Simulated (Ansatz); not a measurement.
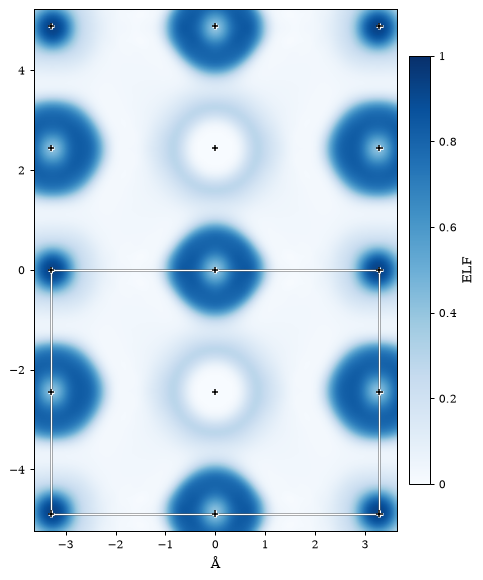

The electron localisation function on a plane through atoms (crosses mark nuclei in the plane).

These are results of Ansatz, DFT, r2SCAN+rVV10, plane waves, PAW, not measurements.

Candidates:
A. CuSbF6, a = 3.45 Å, b = 3.45 Å, c = 6.58 Å, α = 90.00°, β = 90.00°, γ = 90.00°. Space group P4/mmm; a structure from a database of computed crystals, not necessarily the ambient phase; started from the TaNbAl6-123 prototype, which need not be the ambient phase; computed without spin polarisation.
B. Tl2GeF4, a = 6.76 Å, b = 6.76 Å, c = 3.23 Å, α = 90.00°, β = 90.00°, γ = 90.00°. Space group P-42m; a structure from a database of computed crystals, not necessarily the ambient phase; started from the Cu2WS4-111 prototype, which need not be the ambient phase.
C. Al2SnS4, a = 6.50 Å, b = 6.50 Å, c = 3.22 Å, α = 90.00°, β = 90.00°, γ = 90.00°. Space group P4/mmm; a structure from a database of computed crystals, not necessarily the ambient phase; started from the K2PdCl4-123 prototype, which need not be the ambient phase.

### Which candidate gave the map?

Candidate A: CuSbF6 on the (11̄0) plane of the conventional cell, which holds Cu, F and Sb. Cu–F (2.44 Å): the ELF is about 0.05 at the midpoint: no shared electron pair shows on this line. Sb–F (2.44 Å): the ELF is about 0.15 at the midpoint; no shared electron pair shows on this line.
